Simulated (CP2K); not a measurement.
# C2H3BClFO2 (SMILES CC(=O)OB(F)Cl): GFN1-xTB

What is the vertical singlet–triplet gap of C2H3BClFO2 at GFN1-xTB? 

Program for the calculation: CP2K 2026.2.

1 further run of the same task is left out (it didn't finish).

### Step 1. The structure to begin with

The species is C2H3BClFO2 (10 atoms), meant as a singlet with charge 0. As SMILES, `CC(=O)OB(F)Cl`. The shape comes from a force field and isn't a relaxed structure. This is one conformer, not always the lowest.

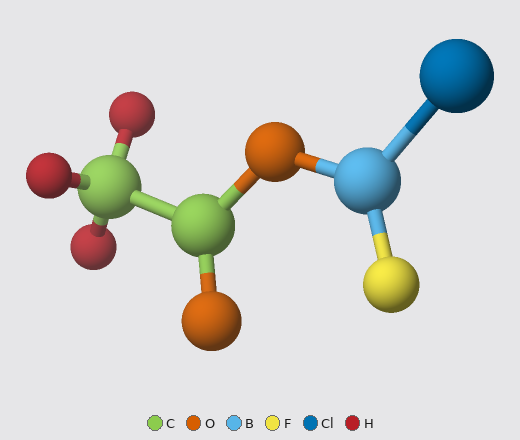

Viewed from a chosen angle; carbon green, oxygen orange, boron blue, fluorine yellow, chlorine blue, hydrogen red.

### Step 2. The energy at GFN1-xTB

Input file mol.inp:

```
&GLOBAL
  PROJECT_NAME mol
  RUN_TYPE ENERGY
  PRINT_LEVEL MEDIUM
&END GLOBAL

&FORCE_EVAL
  METHOD QS
  &DFT
    CHARGE 0
    MULTIPLICITY 1
    &QS
      METHOD XTB
      EPS_DEFAULT 1.0E-10
      &XTB
        GFN_TYPE 1
        CHECK_ATOMIC_CHARGES F
      &END XTB
    &END QS
    &POISSON
      PERIODIC NONE
      POISSON_SOLVER ANALYTIC
    &END POISSON
    &SCF
      SCF_GUESS ATOMIC
      EPS_SCF 1.0E-06
      MAX_SCF 80
      ADDED_MOS 8
      &DIAGONALIZATION
        ALGORITHM STANDARD
      &END DIAGONALIZATION
      &MIXING
        METHOD BROYDEN_MIXING
        ALPHA 0.2
        NBUFFER 8
      &END MIXING
    &END SCF
    &PRINT
      &MOMENTS
        PERIODIC F
        REFERENCE COM
        MAX_MOMENT 1
      &END MOMENTS
      &MO ON
        ENERGIES T
        OCCUPATION_NUMBERS T
        NDIGITS 6
        &EACH
          QS_SCF 0
        &END EACH
        ADD_LAST NUMERIC
      &END MO
      &HIRSHFELD OFF
      &END HIRSHFELD
    &END PRINT
  &END DFT
  &SUBSYS
    &CELL
      ABC [angstrom] 14.6 17.4 15.3
      PERIODIC NONE
    &END CELL
    &COORD
      C     -0.373900    -1.789700    -0.010900
      C     -0.220000    -0.313600    -0.376500
      O     -0.518800     0.087100    -1.556300
      O      0.391000     0.570500     0.577600
      B      0.582100     2.002200     0.328800
      F      0.283800     2.643200    -0.928200
      Cl     1.314900     3.035600     1.708500
      H     -1.305800    -2.111400    -0.515100
      H      0.452800    -2.322400    -0.325700
      H     -0.523000    -1.852700     1.100800
    &END COORD
    &TOPOLOGY
      &CENTER_COORDINATES
      &END CENTER_COORDINATES
    &END TOPOLOGY
  &END SUBSYS
&END FORCE_EVAL
```

On the command line:

```
OMP_NUM_THREADS=1 cp2k.psmp -i mol.inp -o mol.out
```

The log of the run (excerpt; [...] marks lines left out):

```text
CP2K| version string:                                       CP2K version 2026.2
[...]
 GLOBAL| Method name                                                        CP2K
[...]
 GLOBAL| Run type                                                         ENERGY
[...]
                             - Atoms:                                         10
[...]
                             - Spherical basis functions:                     39
[...]
 Number of electrons:                                                         40
[...]
     1 NoMix/Diag. 0.20E+00    0.0     1.86033754       -25.5335040582 -2.55E+01
[...]
    74 Broy./Diag. 0.20E+00    0.0     0.00000029       -26.1340032778 -2.44E-06
  *** SCF run converged in    74 steps ***
[...]
 TB_DIPOLE| Moment [Debye]          0.18593344      -2.67634515       2.63602037
 TB_DIPOLE| Derivative [a.u.]       0.00000000       0.00000000       0.00000000
[...]
 ENERGY| Total FORCE_EVAL ( QS ) energy [hartree]            -26.134003277806400
[...]
```

It took 0.96 s on 1 thread of Intel Xeon 6975P-C (Granite Rapids), shared host; peak memory 0.19 GiB.

### Step 3. The triplet, same level

Input file job.inp:

```
&GLOBAL
  PROJECT job
  RUN_TYPE ENERGY
  PRINT_LEVEL MEDIUM
&END

&FORCE_EVAL
  METHOD Quickstep
  &DFT
    MULTIPLICITY 3
    UKS T
    # Quickstep
    &QS
      METHOD XTB
      EPS_DEFAULT 1.0E-10
      &XTB
        GFN_TYPE 1
        CHECK_ATOMIC_CHARGES F
      &END
    &END
    # isolated system
    &POISSON
      PERIODIC NONE
      POISSON_SOLVER ANALYTIC
    &END
    &SCF
      SCF_GUESS ATOMIC
      EPS_SCF 1.0E-06
      MAX_SCF 40
      &OT
        MINIMIZER DIIS
        PRECONDITIONER FULL_SINGLE_INVERSE
      &END
      &OUTER_SCF
        EPS_SCF 1.0E-06
        MAX_SCF 10
      &END
    &END
    # extra output
    &PRINT
      &MOMENTS
        PERIODIC F
        REFERENCE COM
        MAX_MOMENT 1
      &END
      &MO_CUBES
        NLUMO 5
        NHOMO -1
        WRITE_CUBE F
      &END
      &HIRSHFELD OFF
      &END
    &END
  &END
  &SUBSYS
    # box in angstrom
    &CELL
      ABC 14.6 17.4 15.3
      PERIODIC NONE
    &END
    &COORD
      C     -0.373900    -1.789700    -0.010900
      C     -0.220000    -0.313600    -0.376500
      O     -0.518800     0.087100    -1.556300
      O      0.391000     0.570500     0.577600
      B      0.582100     2.002200     0.328800
      F      0.283800     2.643200    -0.928200
      Cl     1.314900     3.035600     1.708500
      H     -1.305800    -2.111400    -0.515100
      H      0.452800    -2.322400    -0.325700
      H     -0.523000    -1.852700     1.100800
    &END
    &TOPOLOGY
      &CENTER_COORDINATES
      &END
    &END
  &END
&END
```

On the command line:

```
OMP_NUM_THREADS=1 cp2k.psmp -i job.inp > job.out 2>&1
```

The log of the run (excerpt; [...] marks lines left out):

```text
CP2K| version string:                                       CP2K version 2026.2
[...]
 GLOBAL| Method name                                                        CP2K
[...]
 GLOBAL| Run type                                                         ENERGY
[...]
                             - Atoms:                                         10
[...]
                             - Spherical basis functions:                     39
[...]
 Number of electrons:                                                         21
[...]
     1 OT DIIS     0.80E-01    0.0     0.06658568       -25.4295653798 -2.54E+01
[...]
    35 OT DIIS     0.80E-01    0.0     0.00000090       -25.9633037625 -1.34E-09
  *** SCF run converged in    35 steps ***
[...]
 TB_DIPOLE| Moment [Debye]          0.54858452      -1.96653538       3.26834879
 TB_DIPOLE| Derivative [a.u.]       0.00000000       0.00000000       0.00000000
[...]
 ENERGY| Total FORCE_EVAL ( QS ) energy [hartree]            -25.963303762464005
[...]
```

Run time: 1.3 s. Hardware: 1 thread of Intel Xeon 6975P-C (Granite Rapids), shared host; peak memory 0.2 GiB.

### Step 4. Summary of results

At GFN1-xTB:

```
                                          quantity         value
                             singlet: total energy  -26.13400 Eh
singlet: dipole moment (from atomic charges alone)        3.76 D
                              singlet: HOMO energy     -13.11 eV
                              singlet: LUMO energy      -8.90 eV
                            singlet: HOMO–LUMO gap       4.21 eV
                        singlet: dispersion energy  -8.19 kJ/mol
                             triplet: total energy  -25.96330 Eh
triplet: dipole moment (from atomic charges alone)        3.85 D
       triplet: HOMO energy (highest over α and β)      -8.16 eV
                        triplet: dispersion energy  -8.19 kJ/mol
  vertical energy of the triplet above the singlet      4.645 eV
```

What this shows: The method runs without spin polarisation, so open shells lack the exchange term that lowers high spin: such gaps come out too high and can have the wrong sign. At this shape the triplet lies 4.64 eV (448 kJ/mol) above the singlet. The dipole (singlet) comes from point charges on the atoms alone, without atomic dipoles, so it is partial. The dipole (triplet) comes from point charges on the atoms alone, without atomic dipoles, so it is partial.
